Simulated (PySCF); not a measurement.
# One shape, several levels: triplet Si2H6O

Aim: a comparison of 3 runs (U-wB97X/cc-pVDZ, UB2PLYP/cc-pVDZ, USCS-MP2/cc-pVDZ) of triplet Si2H6O. The job is set up through a Python script.

Program for the calculation: PySCF 2.14.0.

1 further run of the same task is left out (set aside as unsound or not needed).

## (1) The system as given

The species is Si2H6O (9 atoms), meant as a triplet with charge 0. SMILES of the parent species: `[SiH3]O[SiH3]`. Geometry: relaxed at PBE0-D4/def2-TZVP. That shape belongs to the parent species and isn't relaxed for this state.

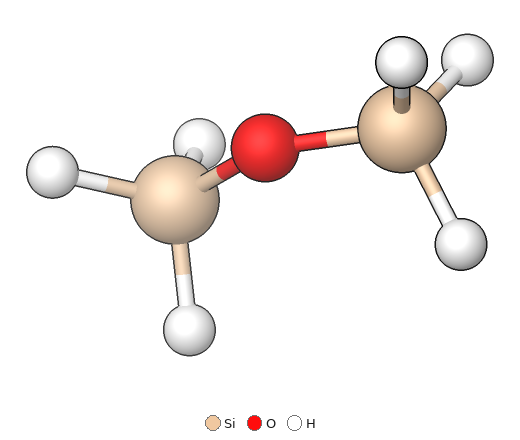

The structure, seen from a chosen angle (silicon light orange, oxygen red, hydrogen white).

## (2) A single-point energy at U-wB97X/cc-pVDZ (run 1)

job.py

```python
from pyscf import gto, dft

mol = gto.M(
    atom='''
Si    -0.710290     1.052660    -0.919520
O      0.425550     0.090990    -0.245380
Si     0.775570    -1.038810     0.881750
H     -1.787270     0.226580    -1.525660
H     -0.060640     1.872420    -1.970220
H     -1.306170     1.942760     0.111330
H      2.224270    -1.343130     0.800010
H     -0.009310    -2.275600     0.628780
H      0.448290    -0.527870     2.238910
''',
    spin=2,
    verbose=4,
    basis='cc-pvdz',
    max_memory=1860,
)

mf = dft.UKS(mol)
mf.xc = 'wb97x'
mf.grids.level = 5
mf.conv_tol = 1e-10
mf.kernel()
if not mf.converged:
    mf = mf.newton().run(mf.mo_coeff, mf.mo_occ)

e_tot = mf.e_tot
print('Final energy', e_tot)
```

Started as:

```sh
$ OMP_NUM_THREADS=1 python job.py
```

What it wrote:

```text
PySCF version 2.14.0

[... 69 lines left out ...]
[... the frontier-level lines of each cycle are left out ...]
[... 23 lines left out ...]
[... 23 lines left out ...]
[... 23 lines left out ...]
[... 23 lines left out ...]
[... 1 line left out ...]
cycle= 19 E= -657.546323652325  delta_E= -2.65e-10  |g|= 1.88e-06  |ddm|= 0.000155


cycle= 20 E= -657.546323652338  delta_E= -1.32e-11  |g|= 6.6e-07  |ddm|= 3.01e-05


Extra cycle  E= -657.546323652339  delta_E= -2.27e-13  |g|= 3.95e-07  |ddm|= 6.28e-06
converged SCF energy = -657.546323652339  <S^2> = 2.0097282  2S+1 = 3.0064784
Final energy -657.5463236523385
```

It took 68 s on 1 thread of Arm Neoverse V1, shared host; peak memory 0.43 GiB.

## (3) The energy at UB2PLYP/cc-pVDZ (run 2)

input.py

```python
from pyscf import gto, dft, mp

mol = gto.M(
    atom='''
Si    -1.342254     1.989239    -1.737641
O      0.804173     0.171946    -0.463701
Si     1.465615    -1.963066     1.666266
H     -3.377451     0.428174    -2.883080
H     -0.114593     3.538361    -3.723176
H     -2.468304     3.671284     0.210383
H      4.203261    -2.538148     1.511800
H     -0.017593    -4.300261     1.188222
H      0.847145    -0.997530     4.230927
''',
    spin=2,
    charge=0,
    verbose=3,
    max_memory=1860,
    unit='bohr',
    basis='cc-pvdz',
)

mf = dft.UKS(mol)
mf.xc = '0.53*HF + 0.47*B88, 0.73*LYP'
mf.conv_tol = 1e-10
mf.grids.level = 5
mf.kernel()
if not mf.converged:
    mf = mf.newton().run(mf.mo_coeff, mf.mo_occ)

pt = mp.MP2(mf, frozen=11).run()
etot = mf.e_tot + 0.27 * pt.e_corr
print('PT2 part  %.8f' % (0.27 * pt.e_corr))
print(f'total energy: {etot:.8f} hartree')
```

Started as:

```sh
$ OMP_NUM_THREADS=1 python input.py
```

What it wrote:

```text
WARN: HOMO -0.0143896688152427 >= LUMO -0.355259303976687

WARN: HOMO -0.0556669153698874 >= LUMO -0.184845935799453

WARN: HOMO -0.0817519650376397 >= LUMO -0.25443303410001

WARN: HOMO -0.0741865269374662 >= LUMO -0.220626537613579

WARN: HOMO -0.0793491346820439 >= LUMO -0.218046008752967

WARN: HOMO -0.082140981854594 >= LUMO -0.209367212282587

WARN: HOMO -0.0831815438342969 >= LUMO -0.208368458548267

WARN: HOMO -0.0840846716792605 >= LUMO -0.207503519929038

WARN: HOMO -0.0841676463611067 >= LUMO -0.207361069821898

WARN: HOMO -0.0841562618375349 >= LUMO -0.207442661105727

WARN: HOMO -0.0841720411692068 >= LUMO -0.207415102480045

WARN: HOMO -0.0841747701075355 >= LUMO -0.207407647018774

WARN: HOMO -0.084170447025576 >= LUMO -0.207420554059346

WARN: HOMO -0.0841740355340752 >= LUMO -0.207415130497713

WARN: HOMO -0.0841734447796183 >= LUMO -0.207412913506478

WARN: HOMO -0.0841736425186994 >= LUMO -0.207393017675604

WARN: HOMO -0.0841785342702486 >= LUMO -0.207406951778809

WARN: HOMO -0.0841767033773988 >= LUMO -0.20741255842079

WARN: HOMO -0.0841762479399524 >= LUMO -0.207414588465086

WARN: HOMO -0.084176175204417 >= LUMO -0.207414406642172

WARN: HOMO -0.0841760966522962 >= LUMO -0.207414023799605

converged SCF energy = -657.127142411803  <S^2> = 2.013458  2S+1 = 3.0089586
E(UMP2) = -657.62230611416  E_corr = -0.495163702357197
E(SCS-UMP2) = -657.625941268955  E_corr = -0.498798857151766
PT2 part  -0.13369420
total energy: -657.26083661 hartree
```

Run time: 53 s. Hardware: 1 thread of Arm Neoverse V1, shared host; peak memory 0.43 GiB.

## (4) A single-point energy at USCS-MP2/cc-pVDZ (run 3)

calc.py

```python
from pyscf import gto, scf, mp

molecule = gto.Mole()
molecule.atom = '''
Si  -0.710290   1.052660  -0.919520
O    0.425550   0.090990  -0.245380
Si   0.775570  -1.038810   0.881750
H   -1.787270   0.226580  -1.525660
H   -0.060640   1.872420  -1.970220
H   -1.306170   1.942760   0.111330
H    2.224270  -1.343130   0.800010
H   -0.009310  -2.275600   0.628780
H    0.448290  -0.527870   2.238910
'''
molecule.verbose = 3
molecule.max_memory = 1860
molecule.spin = 2
molecule.basis = 'cc-pvdz'
molecule.build()

mf = scf.UHF(molecule)
mf.conv_tol = 1e-10
mf.kernel()
if not mf.converged:
    mf = mf.newton().run(mf.mo_coeff, mf.mo_occ)

pt = mp.MP2(mf, frozen=11).run()
e_final = mf.e_tot + 1.2 * pt.e_corr_os + pt.e_corr_ss / 3
print(f'total energy: {e_final:.8f} hartree')
```

Started as:

```sh
$ OMP_NUM_THREADS=1 python calc.py
```

What it wrote:

```text
WARN: HOMO 0.0392908155010652 >= LUMO -0.359140249669454

WARN: HOMO -0.0897213883872796 >= LUMO -0.190177139837517

WARN: HOMO -0.103281699401113 >= LUMO -0.20560160985465

WARN: HOMO -0.0963570293374483 >= LUMO -0.158434548354391

WARN: HOMO -0.103014720359399 >= LUMO -0.132811808708072

WARN: HOMO -0.108789878539914 >= LUMO -0.109086341111446

converged SCF energy = -655.996130230609  <S^2> = 2.0121446  2S+1 = 3.0080855
E(UMP2) = -656.365874910486  E_corr = -0.36974467987697
E(SCS-UMP2) = -656.373278151303  E_corr = -0.377147920693645
total energy: -656.37327815 hartree
```

Wall time 3.3 s (1 thread of Arm Neoverse V1, shared host); peak memory 0.17 GiB.

## (5) All runs side by side

```
run             level  frozen core orbitals  integration grid  energy (Eh)  dipole moment (D) of the reference  HOMO energy (eV)   ⟨S²⟩  wall time
  1   U-wB97X/cc-pVDZ                     –                 5  -657.546324                                0.61             -3.46  2.010       68 s
  2   UB2PLYP/cc-pVDZ                    11                 5  -657.260837                                0.44             -2.29  2.013       53 s
  3  USCS-MP2/cc-pVDZ                    11                 –  -656.373278                                0.22             -3.12  2.012      3.3 s
```

## (6) Summary of results

```
                                                         quantity          value
                                              run 3: total energy  -656.37328 Eh
                      run 3: dipole moment (Hartree–Fock density)         0.22 D
run 3: HOMO energy (Hartree–Fock orbitals) (highest over α and β)       -3.12 eV
 run 3: LUMO energy (Hartree–Fock orbitals) (lowest over α and β)       -2.03 eV
              run 3: correlation energy (11 core orbitals frozen)     -377.1 mEh
                         run 3: ⟨S²⟩ of the reference determinant          2.012
```

What this shows: Totals of different functionals can't be ranked against each other. All runs together took 2.1 min, the longest 68 s.
